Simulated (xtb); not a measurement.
C2H8AlBrO: energy and gradient calculation

C2H8AlBrO, multiplicity 3, SMILES C[O+](C)[AlH2-][Br], computed with GFN1-xTB (xtb 6.7.1).

The geometry is that of the parent species in another charge or spin state. The geometry comes from this level: GFN2-xTB.

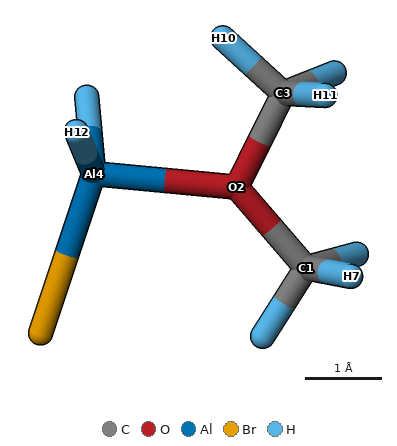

Figure 1. The input geometry (stick view, seen at a tilt; atoms are numbered from 1 in the order of the input). Sticks mark near contacts.

## Key numbers

| quantity | value |
| --- | --- |
| outcome | converged |
| electrons treated | 32 |
| total energy | −18.259232 hartree |
| dispersion energy | −0.004848 hartree |
| basis functions | 48 |
| largest force | 3.157 eV/Å |
| dipole moment | 4.78 D |
| hardware | 1 thread of Arm Neoverse V1, 24 GiB of memory available, shared host |
| peak memory | 0.071 GiB |

## Input file (mol.coord)
```
$coord
     -1.948383223534     -0.744854449282      2.043474242125  c
     -0.145376630767     -0.108111231590      0.167184070246  o
      1.400249263825     -2.160807337203     -0.562193522076  c
      0.734083010372      2.878695394687     -1.644023933902  al
     -1.992149280580      5.793994784409     -0.103632580674  br
     -3.238234687159     -2.196504263698      1.338247349676  h
     -1.000931236431     -1.428859717352      3.747402494178  h
     -3.010636072709      0.963117816677      2.486539429305  h
      0.255566561094     -3.696946806650     -1.333315164491  h
      2.668803514025     -1.445489307249     -2.020079432702  h
      2.504510724750     -2.846815714965      1.041673731677  h
      3.537661791606      3.095730440101     -0.791341711948  h
      0.234817368246      1.896850392116     -4.369953868675  h
$end
```

Command:
```bash
xtb --grad --uhf 2 --gfn 1 -P 1 -- mol.coord > mol.out
```

## What the program printed
```
* xtb version 6.7.1
   ID    Z sym.   atoms
    1    6 c      1, 3
    2    8 o      2
    3   13 al     4
    4   35 br     5
    5    1 h      6-13

           -------------------------------------------------
          |                Calculation Setup                |
           -------------------------------------------------

          program call               : xtb --grad --uhf 2 --gfn 1 -P 1 -- mol.coord
          coordinate file            : mol.coord
          omp threads                :                     1

           -------------------------------------------------
          |                 G F N 1 - x T B                 |
           -------------------------------------------------

      * Hamiltonian:
        H0-scaling (s, p, d)           1.850000    2.250000    2.000000
        zeta-weighting                 0.000000
      * Dispersion:
        s8                             2.400000
        a1                             0.630000
        a2                             5.000000
        s9                             0.000000
      * Repulsion:
        kExp                           1.500000
        rExp                           1.000000
      * Coulomb:
        alpha                          2.000000
        third order                    atomic
        anisotropic                    false
      * Halogen bond correction:
        rad-scale                      1.300000
        damping                        0.440000

          ...................................................
          :                      SETUP                      :
          :.................................................:
          :  # basis functions                  48          :
          :  # atomic orbitals                  46          :
          :  # shells                           28          :
          :  # electrons                        32          :
          :  # halogen bonds                     1          :
          :  max. iterations                   250          :
          :  Hamiltonian                  GFN1-xTB          :
          :  restarted?                      false          :
          :  GBSA solvation                  false          :
          :  PC potential                    false          :
          :  electronic temp.          300.0000000     K    :
          :  accuracy                    1.0000000          :
          :  -> integral cutoff          0.2500000E+02      :
          :  -> integral neglect         0.1000000E-07      :
          :  -> SCF convergence          0.1000000E-05 Eh   :
          :  -> wf. convergence          0.2000000E-04 e    :
          :  Broyden damping             0.4000000          :
          :  net charge                          0          :
          :  unpaired electrons                  2          :
          ...................................................

 iter      E             dE          RMSdq      gap      omega  full diag
   1    -17.8231936 -0.178232E+02  0.743E+00    0.56       0.0  T
   2    -17.5330831  0.290111E+00  0.545E+00    0.24       1.0  T
   3    -18.0928118 -0.559729E+00  0.369E+00    0.22       1.0  T
   4    -18.1951785 -0.102367E+00  0.226E+00    1.26       1.0  T
   5    -18.3914763 -0.196298E+00  0.446E-01    0.75       1.0  T
   6    -18.3717880  0.196883E-01  0.858E-01    0.54       1.0  T
   7    -18.3887044 -0.169164E-01  0.356E-01    0.55       1.0  T
   8    -18.3920655 -0.336109E-02  0.147E-01    0.57       1.0  T
   9    -18.3927762 -0.710684E-03  0.464E-02    0.57       1.0  T
  10    -18.3928320 -0.558140E-04  0.934E-03    0.57       3.0  T
  11    -18.3928281  0.394937E-05  0.129E-02    0.56       2.2  T
  12    -18.3928315 -0.347128E-05  0.665E-03    0.56       4.2  T
  13    -18.3928327 -0.118618E-05  0.207E-03    0.56      13.4  T
  14    -18.3928328 -0.114449E-06  0.831E-04    0.56      33.4  T
  15    -18.3928329 -0.211871E-07  0.223E-04    0.56     124.4  T
  16    -18.3928329 -0.127633E-08  0.705E-05    0.56     393.7  T
  17    -18.3928329 -0.125425E-09  0.288E-05    0.56     961.5  T

   *** convergence criteria satisfied after 17 iterations ***

         #    Occupation            Energy/Eh            Energy/eV
      -------------------------------------------------------------
         1        2.0000           -0.8318957             -22.6370
       ...           ...                  ...                  ...
        11        2.0000           -0.4956732             -13.4880
        12        2.0000           -0.4772428             -12.9864
        13        2.0000           -0.4433254             -12.0635
        14        2.0000           -0.4367972             -11.8859
        15        1.9986           -0.4316393             -11.7455
        16        1.0014           -0.4191117             -11.4046
        17        1.0000           -0.1680776              -4.5736 (HOMO)
        18        0.0000           -0.1473584              -4.0098 (LUMO)
        19                         -0.1266758              -3.4470
        20                         -0.1115391              -3.0351
        21                         -0.0997453              -2.7142
        22                         -0.0923139              -2.5120
       ...                                ...                  ...
        46                          1.1647923              31.6956
      -------------------------------------------------------------
                  HL-Gap            0.0207192 Eh            0.5638 eV
             Fermi-level           -0.2915457 Eh           -7.9334 eV

 transition dipole moment (au) for excitation:          16          17
     X       Y       Z
  -0.3174  -0.1168  -0.3448  total (au/Debye):    0.483   1.228
 dE (eV)             :    6.831
 oscillator strength :  0.55198E-01

 SCC (total)                   0 d,  0 h,  0 min,  0.017 sec
 SCC setup                      ...        0 min,  0.000 sec (  0.583%)
 Dispersion                     ...        0 min,  0.000 sec (  0.229%)
 classical contributions        ...        0 min,  0.000 sec (  0.083%)
 integral evaluation            ...        0 min,  0.003 sec ( 15.228%)
 iterations                     ...        0 min,  0.006 sec ( 34.473%)
 molecular gradient             ...        0 min,  0.005 sec ( 28.698%)
 printout                       ...        0 min,  0.004 sec ( 20.615%)

         :::::::::::::::::::::::::::::::::::::::::::::::::::::
         ::                     SUMMARY                     ::
         :::::::::::::::::::::::::::::::::::::::::::::::::::::
         :: total energy             -18.259232347542 Eh    ::
         :: gradient norm              0.084712677771 Eh/a0 ::
         :: HOMO-LUMO gap              0.563797613834 eV    ::
         ::.................................................::
         :: SCC energy               -18.392832855598 Eh    ::
         :: -> electrostatic           0.026213540842 Eh    ::
         :: repulsion energy           0.138448237422 Eh    ::
         :: dispersion energy         -0.004847728644 Eh    ::
         :: halogen bond corr.        -0.000000000722 Eh    ::
         :: add. restraining           0.000000000000 Eh    ::
         :: total charge               0.000000000010 e     ::
         :::::::::::::::::::::::::::::::::::::::::::::::::::::

           -------------------------------------------------
          |                Property Printout                |
           -------------------------------------------------

    * Orbital Energies and Occupations

         #    Occupation            Energy/Eh            Energy/eV
      -------------------------------------------------------------
         1        2.0000           -0.8318957             -22.6370
       ...           ...                  ...                  ...
         5        2.0000           -0.6247197             -16.9995
         6        2.0000           -0.6113795             -16.6365
         7        2.0000           -0.5945315             -16.1780
         8        2.0000           -0.5302143             -14.4279
         9        2.0000           -0.5240804             -14.2610
        10        2.0000           -0.5115922             -13.9211
        11        2.0000           -0.4956732             -13.4880
        12        2.0000           -0.4772428             -12.9864
        13        2.0000           -0.4433254             -12.0635
        14        2.0000           -0.4367972             -11.8859
        15        1.9986           -0.4316393             -11.7455
        16        1.0014           -0.4191117             -11.4046
        17        1.0000           -0.1680776              -4.5736 (HOMO)
        18        0.0000           -0.1473584              -4.0098 (LUMO)
        19                         -0.1266758              -3.4470
        20                         -0.1115391              -3.0351
        21                         -0.0997453              -2.7142
        22                         -0.0923139              -2.5120
        23                         -0.0865244              -2.3544
        24                         -0.0770553              -2.0968
        25                         -0.0718906              -1.9562
        26                         -0.0620820              -1.6893
        27                         -0.0551226              -1.5000
        28                         -0.0410829              -1.1179
       ...                                ...                  ...
        46                          1.1647923              31.6956
      -------------------------------------------------------------
                  HL-Gap            0.0207192 Eh            0.5638 eV
             Fermi-level           -0.2915457 Eh           -7.9334 eV

  Mulliken/CM5 charges         n(s)   n(p)   n(d)
     1      0.16632  0.04498   0.986  2.848  0.000
     2     -0.34228 -0.46702   1.645  4.697  0.000
     3      0.17700  0.05761   0.998  2.825  0.000
     4      0.20938 -0.01814   1.242  1.163  0.386
     5     -0.09700 -0.03819   1.892  4.972  0.232
     6      0.01340  0.07289   0.987  0.000  0.000
     7      0.01311  0.07262   0.987  0.000  0.000
     8      0.03622  0.09866   0.964  0.000  0.000
     9     -0.01033  0.04954   1.010  0.000  0.000
    10     -0.00834  0.05928   1.008  0.000  0.000
    11     -0.01049  0.04942   1.010  0.000  0.000
    12     -0.07357  0.00919   1.074  0.000  0.000
    13     -0.07343  0.00916   1.073  0.000  0.000

Wiberg/Mayer (AO) data.
largest (>0.10) Wiberg bond orders for each atom

 ---------------------------------------------------------------------------
     #   Z sym  total        # sym  WBO       # sym  WBO       # sym  WBO
 ---------------------------------------------------------------------------
     1   6      3.893 --     7      0.977     6      0.977     8      0.971
                             2      0.908
     2   8      2.360 --     1      0.908     3      0.894     4      0.485
     3   6      3.878 --     9      0.972    11      0.972    10      0.941
                             2      0.894
     4  13      3.329 --     5      1.290    12      0.666    13      0.665
                             2      0.485
     5  35      1.882 --     4      1.290    13      0.189    12      0.189
     6   1      1.048 --     1      0.977
     7   1      1.048 --     1      0.977
     8   1      1.037 --     1      0.971
     9   1      1.085 --     3      0.972
    10   1      1.145 --     3      0.941
    11   1      1.086 --     3      0.972
    12   1      0.933 --     4      0.666     5      0.189
    13   1      0.933 --     4      0.665     5      0.189
 ---------------------------------------------------------------------------

Topologies differ in total number of bonds
Writing topology from bond orders to xtbtopo.mol

 dipole moment from electron density (au)
     X       Y       Z
   0.2286  -1.8235   0.4010  total (Debye):    4.781

           -------------------------------------------------
          | TOTAL ENERGY              -18.259232347542 Eh   |
          | GRADIENT NORM               0.084712677771 Eh/α |
          | HOMO-LUMO GAP               0.563797613834 eV   |
           -------------------------------------------------

------------------------------------------------------------------------
------------------------------------------------------------------------
 total:
 *  cpu-time:     0 d,  0 h,  0 min,  0.024 sec
 * ratio c/w:     1.000 speedup
 SCF:
 *  cpu-time:     0 d,  0 h,  0 min,  0.017 sec
 * ratio c/w:     1.000 speedup
```

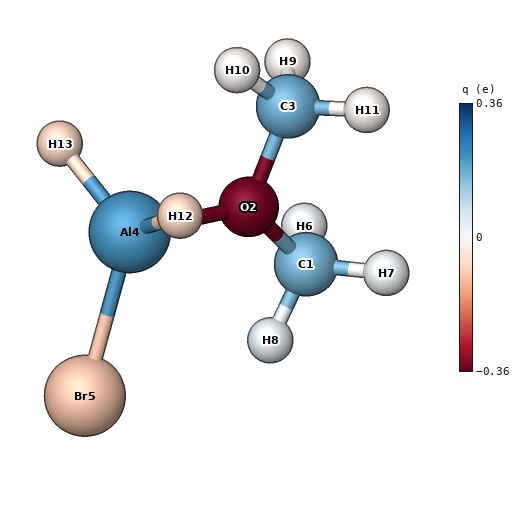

Figure 2. Mulliken charges, as the colour of each atom (ball-and-stick view, seen at a tilt; atoms are numbered from 1 in the order of the input). By element: C +0.17 to +0.18, O −0.34, Al +0.21, Br −0.10 and H −0.07 to +0.04 e.
